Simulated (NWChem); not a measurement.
# InHF (SMILES [F][InH]): UHF/def2-TZVP (core potential, tol2e 1e-06)

Aim: the vertical ionisation energy of InHF at UHF/def2-TZVP (core potential, tol2e 1e-06), from 2 runs. 

The calculation is run with NWChem 7.3.0.

4 further runs of the same task are left out: 3 that didn't finish, 1 set aside as unsound or not needed.

## Step 1: Starting point

The species is InHF (3 atoms), meant as a doublet with charge 0. SMILES: `[F][InH]`. The shape is that of a PBE0-D4/def2-TZVP optimisation.

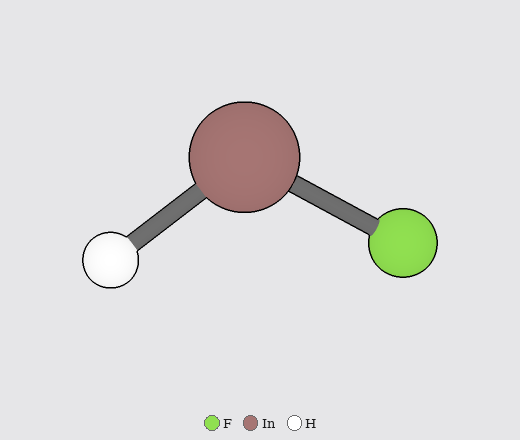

The structure, seen from a chosen angle (fluorine green, indium brown, hydrogen white).

## Step 2: The energy at UHF/def2-TZVP (core potential, tol2e 1e-06)

Input file test.nw:

```
START test
memory total 2200 mb

GEOMETRY units angstrom noautosym nocenter noautoz
 F     1.088400    0.989500    0.694300
 In   -0.522500    0.355100   -0.244800
 H    -0.576900   -1.409400   -0.462800
END

BASIS spherical bse
 F library def2-TZVP
 In library def2-TZVP
 H library def2-TZVP
END

ECP bse
 In library def2-TZVP
END

SCF
 nopen 1
 uhf
 thresh 1e-08
 maxiter 80
 tol2e 1e-06
 noprint "final vectors analysis"
END

TASK scf
```

Run with:

```console
$ nwchem test.nw > test.out
```

Log:

```text
[...]
  functions       =    87
[...]
  wavefunction    = UHF
[...]
         Total SCF energy =   -289.279396716714
      One electron energy =   -592.428180527794
      Two electron energy =    244.606305896789
 Nuclear repulsion energy =     58.542477914291
                       Sz =      0.5000
                 Sz(Sz+1) =      0.7500
                      S^2 =      0.7708
[...]
```

Run time: 30 s. Hardware: 1 thread of AMD EPYC 7R43 (Zen 3), shared host; peak memory 0.1 GiB.

## Step 3: The singlet cation at the same level

Input file fhin.xyz:

```xyz
3
FHIn hf
F      1.088400     0.989500     0.694300
In    -0.522500     0.355100    -0.244800
H     -0.576900    -1.409400    -0.462800
```

Input file fhin.nw:

```
start fhin
title "FHIn hf"
memory total 2200 mb
charge 1
geometry noautosym nocenter noautoz
  load format xyz fhin.xyz
end
basis spherical bse
  * library def2-TZVP
end
ecp bse
  In library def2-TZVP
end
scf
  thresh 1e-08
  maxiter 80
  tol2e 1e-06
  print low
end
task scf energy
```

Run with:

```console
$ nwchem fhin.nw > fhin.out
```

Log:

```text
[...]
  functions       =    87
[...]
  wavefunction    = RHF
[...]
         Total SCF energy =   -288.967404563911
      One-electron energy =   -583.923708637247
      Two-electron energy =    236.413826159045
 Nuclear repulsion energy =     58.542477914291
        Time for solution =     20.0s
 Task  times  cpu:       20.6s     wall:       20.6s
[...]
```

Run time: 21 s. Hardware: 1 thread of AMD EPYC 7R43 (Zen 3), shared host; peak memory 0.1 GiB.

## Step 4: Results

At UHF/def2-TZVP (core potential, tol2e 1e-06):

| quantity | value |
| --- | --- |
| doublet InHF: total energy | -289.27940 Eh |
| doublet InHF: dipole moment | 3.28 D |
| doublet InHF: ⟨S²⟩ | 0.771 |
| singlet cation: total energy | -288.96740 Eh |
| vertical ionisation energy (to the singlet cation) | 8.490 eV |

**Reading.** The vertical ionisation energy comes to 8.49 eV (196 kcal/mol). Only the singlet of the ionised species was computed; a triplet could lie lower. Mulliken charges (doublet InHF) run from -0.63 on F1 to +0.72 on In2; they depend strongly on the basis.
